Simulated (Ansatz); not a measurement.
# CH2BN (SMILES [H]B([H])C#N): r2SCAN/STO-3G

Aim: the electronic atomisation energy of CH2BN at r2SCAN/STO-3G, from 5 runs. 

The calculation is run with Ansatz 0.2.0.

78 further runs of the same task are left out: 10 that didn't finish, 68 set aside as unsound or not needed.

## 1. The molecule

CH2BN has 5 atoms, charge 0, and is taken as a singlet. As SMILES, `[H]B([H])C#N`. Geometry: relaxed at GFN2-xTB.

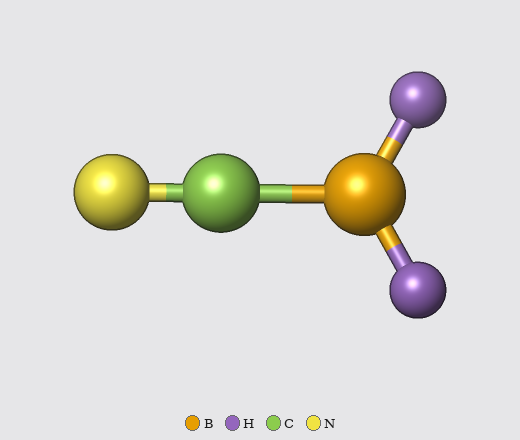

Viewed from a chosen angle; boron amber, hydrogen purple, carbon green, nitrogen yellow.

## 2. A single-point energy at r2SCAN/STO-3G

File molecule.yaml:

```yaml
crystal:
  periodic: [false, false, false]
  atoms:
    - {symbol: B, position_ang: [0.303740, 0.527560, 0.008500]}
    - {symbol: H, position_ang: [1.468860, 0.505990, 0.058320]}
    - {symbol: H, position_ang: [-0.298270, 1.526000, -0.026970]}
    - {symbol: C, position_ang: [-0.450670, -0.781610, -0.012050]}
    - {symbol: "N", position_ang: [-1.023660, -1.777940, -0.027800]}
basis:
  gaussian: {orbitals: STO-3G}
hamiltonian: {xc: {name: r2SCAN}}
accuracy: high
```

Launch:

```
ansatz run molecule.yaml --threads 1 --pin off --max-ram 2610MiB --events-out events.jsonl --progress --plain --runs-dir runs
```

Standard output:

```text
Warning: RAYON_NUM_THREADS=1 ignored (pool sized by the plan → 1); use --threads N
Functional definition: r2SCAN
  name "r2SCAN"
  parameter k0 = 0.174
  parameter k1 = 0.065
  parameter a1 = 4.9479
  exchange = r2scan_x(k0 = k0, k1 = k1, a1 = a1)
  correlation = r2scan_c
296 factors; integrals over basis functions are off by at most 5.7e-9 eV
mean field evaluation 1: about -3190.3518 eV, gradient 2.2e1 eV
mean field evaluation 2: about -3181.8631 eV, gradient 5.8e1 eV
mean field evaluation 4: about -3191.6557 eV, gradient 8.0e-1 eV
mean field evaluation 8: about -3191.5701 eV, gradient 1.5e-2 eV
mean field evaluation 16: about -3191.5701 eV, gradient 6.2e-8 eV
mean field -3191.57014939 eV, -117.2880396660 hartree, gradient 6.2e-8 eV, S^2 0.000000; 0 other end points of the search recorded, 0 dependent functions left out
reference -3191.57014969 eV, -117.2880396772 hartree; 10, 10 occupied and 7, 7 virtual orbitals, 296 factors
Total energy: -3191.57014969 eV, -117.2880396772 hartree
```

Wall time 1.6 s (1 thread of Arm Neoverse V2, shared host); peak memory 0.13 GiB.

## 3. The B atom, same level

File run.yaml:

```yaml
crystal:
  periodic: [false, false, false]
  atoms:
    - {symbol: B, position_ang: [0.000000, 0.000000, 0.000000]}
basis:
  gaussian:
    orbitals: STO-3G
magnetization:
  spin_polarized: true
  initial_magnetization: 1
hamiltonian:
  xc: r2scan
accuracy: high
```

Run the same way, it converges to -24.25154 Eh (log not shown).

## 4. The C atom at the same level

File run.yaml:

```yaml
crystal:
  periodic: [false, false, false]
  atoms:
    - symbol: C
      position_ang: [0.000000, 0.000000, 0.000000]
basis:
  gaussian: {orbitals: STO-3G}
magnetization: {spin_polarized: true, initial_magnetization: 2}
hamiltonian: {xc: {name: r2SCAN}}
accuracy: high
```

Run the same way, it converges to -37.32969 Eh (log not shown).

## 5. The H atom at the same level

File input.yaml:

```yaml
crystal:
  periodic: [false, false, false]
  atoms:
    - {symbol: H, position_ang: [0.000000, 0.000000, 0.000000]}
basis:
  gaussian: {orbitals: STO-3G}
hamiltonian: {xc: {name: r2SCAN}}
magnetization: {spin_polarized: true, initial_magnetization: 1}
accuracy: high
```

Run the same way, it converges to -0.46646 Eh (log not shown).

## 6. The N atom at the same level

File run.yaml:

```yaml
crystal:
  periodic: [false, false, false]
  atoms:
    - {symbol: N, position_ang: [0.000000, 0.000000, 0.000000]}
basis:
  gaussian: {orbitals: STO-3G}
magnetization: {spin_polarized: true, initial_magnetization: 3}
hamiltonian: {xc: {name: r2SCAN}}
accuracy: high
```

Launch:

```
ansatz run run.yaml --threads 1 --pin off --max-ram 2610MiB --events-out events.jsonl --progress --plain --runs-dir runs
```

Standard output, shortened:

```text
Warning: RAYON_NUM_THREADS=1 ignored (pool sized by the plan → 1); use --threads N
[... 7 set-up lines as earlier in the session ...]
15 factors; integrals over basis functions are off by at most 1.1e-9 eV
mean field evaluation 1: about -1466.0659 eV, gradient 1.4e-10 eV
mean field evaluation 2: about -1466.0543 eV, gradient 5.0e-10 eV
mean field -1466.05426095 eV, -53.8765003625 hartree, gradient 0.0e0 eV, S^2 3.750000; 0 other end points of the search recorded, 0 dependent functions left out
reference -1466.05426113 eV, -53.8765003691 hartree; 5, 2 occupied and 0, 3 virtual orbitals, 15 factors
Total energy: -1466.05426113 eV, -53.8765003691 hartree
```

Wall time 0.51 s (1 thread of Arm Neoverse V2, shared host); peak memory 0.093 GiB.

## 7. What came out

Level: r2SCAN/STO-3G.

| quantity | value |
| --- | --- |
| molecule: total energy | -117.28804 Eh |
| B atom: total energy | -24.25154 Eh |
| B atom: ⟨S²⟩ | 0.750 |
| C atom: total energy | -37.32969 Eh |
| C atom: ⟨S²⟩ | 2.000 |
| H atom: total energy | -0.46646 Eh |
| H atom: ⟨S²⟩ | 0.750 |
| N atom: total energy | -53.87650 Eh |
| N atom: ⟨S²⟩ | 3.750 |
| electronic atomisation energy | 24.419 eV |

Taking the molecule apart into free atoms costs 24.42 eV (2356 kJ/mol), before zero-point energy and without spin-orbit coupling. In a minimal basis such a difference can be off by several eV, whatever the method.
